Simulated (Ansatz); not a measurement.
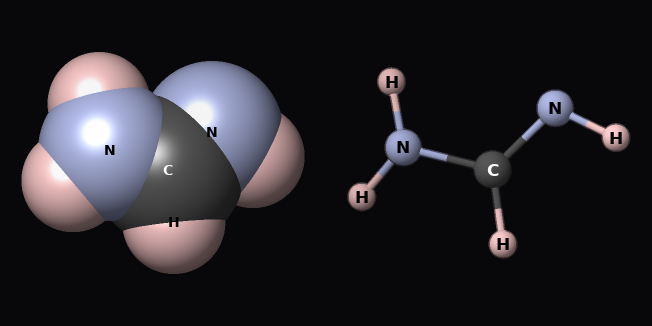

Two views of one molecule.

The computed structure is the end point of a PBE0-D4/def2-TZVP optimisation.

Question: Give the formula.

Answer: CH4N2, 7 atoms: 1 carbon, 4 hydrogen and 2 nitrogen.

Question: Give the symmetry (Schoenflies symbol).

Answer: C1.

Question: How many bonds of each kind are drawn?

Answer: 3 N–H, 2 C–N, 1 C–H. Sticks follow a distance rule.

Question: How many atoms are distinct by symmetry?

Answer: 7: 1 N, 1 C, 1 H, 1 N, 1 H, 1 H, 1 H.

More results for the same structure follow; atom numbers are the same in all pictures, views and colours differ.

### Electronic properties

Properties computed with RKS PBE0-D4/def2-TZVP (Ansatz 0.2.0).

Predict the main results.

- dipole moment: 2.75 D
- dispersion correction: −6.1 kJ/mol

### Thermal motion

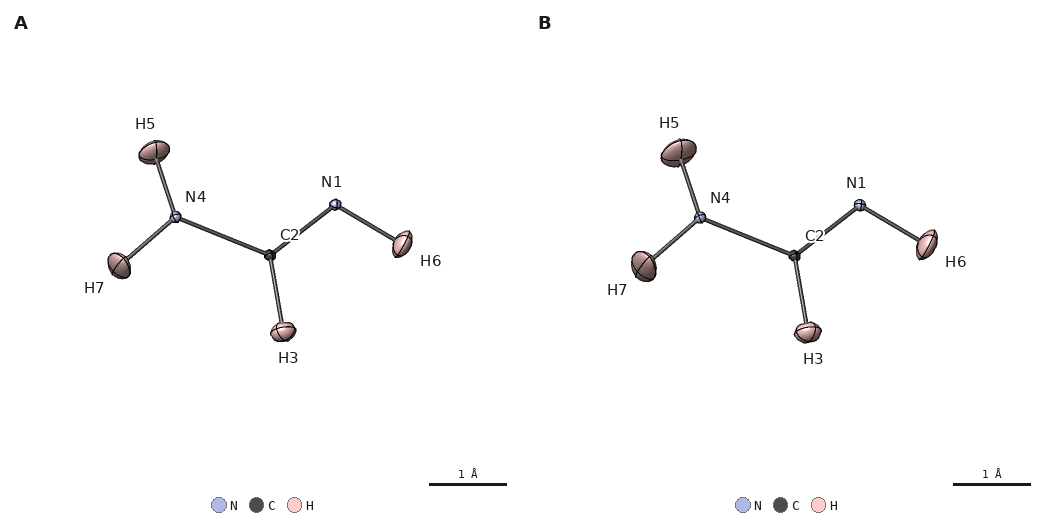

Displacement ellipsoids at the 50 % level, from the internal vibrations of the free molecule (harmonic, no overall translation or rotation; no half-axis is drawn under 0.075 Å). Vibrations computed with RKS PBE0-D4/def2-TZVP (Ansatz 0.2.0). One panel is for 298 K, the other for 600 K.

Question: Which panel is for 600 K?

Answer: B.

Question: How much does the mean-square displacement of H7 grow, and why?

Answer: U_eq goes from 0.0252 to 0.0400 Å², a factor of 1.6. Modes below kT (417 cm⁻¹ at 600 K) grow about in proportion to T, and the lowest lies at 343 cm⁻¹; the mean-square amplitude of a mode is its zero-point value times coth(ħω/2kT), which comes close to 1 only above about 3kT.

### Vibrations

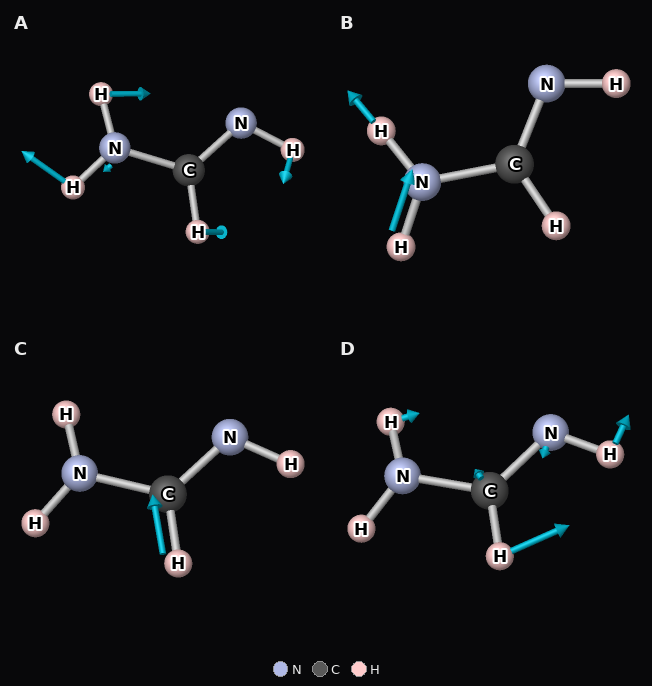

4 normal modes of one molecule or complex, as arrows. Harmonic vibrations computed with RKS PBE0-D4/def2-TZVP (Ansatz 0.2.0) at a stationary point of the same level.

Question: Match the panels to the wavenumbers 1092 cm⁻¹, 1413 cm⁻¹, 3055 cm⁻¹, 3741 cm⁻¹.

Answer: A: 1092 cm⁻¹, C–N–H bending
B: 3741 cm⁻¹, out-of-phase stretching of 2 N–H bonds
C: 3055 cm⁻¹, C–H stretching
D: 1413 cm⁻¹
